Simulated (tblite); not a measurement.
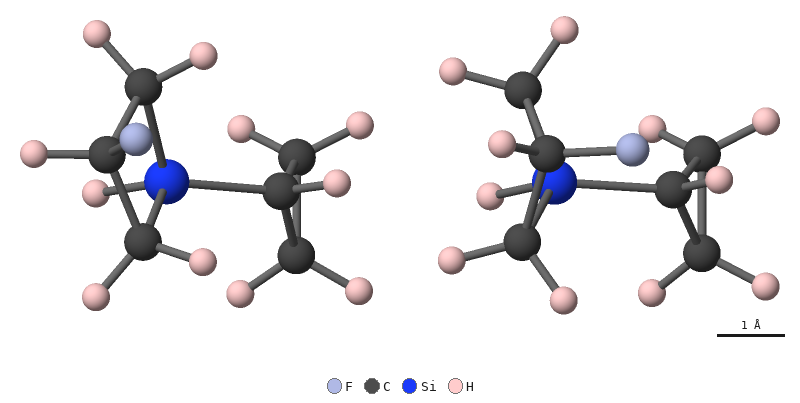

Two geometries of C₆H₁₁FSi, drawn at one scale. One is the start of a relaxation, the other its converged end. Style: ball-and-stick. Shown from a free direction.

Computed with GFN2-xTB geometry optimisation, gas phase (tblite). 

Which geometry has the lower energy?

The left one is the relaxed one. The energy falls by 40.5 kJ/mol in 87 geometry steps. The largest move after the best rigid fit is that of the F atom, 1.67 Å. By element the largest moves are F 1.67 Å, H 1.33 Å, C 0.61 Å, Si 0.21 Å. Near-neighbour distances that change, for instance: C–C 1.574 → 1.531 Å, C–Si 1.877 → 1.912 Å, C–F 1.351 → 1.381 Å, C–Si 1.849 → 1.874 Å. Bond angles that change, for instance: Si–C–H 113.5° → 120.5°, Si–C–H 113.5° → 120.5°, C–C–C 95.1° → 100.8°. Groups turn about C–C by about 45°, C–C by about 45°, C–Si by about 40°. Cost: 0.53 s on 1 thread of Arm Neoverse V2, with other jobs on the host.
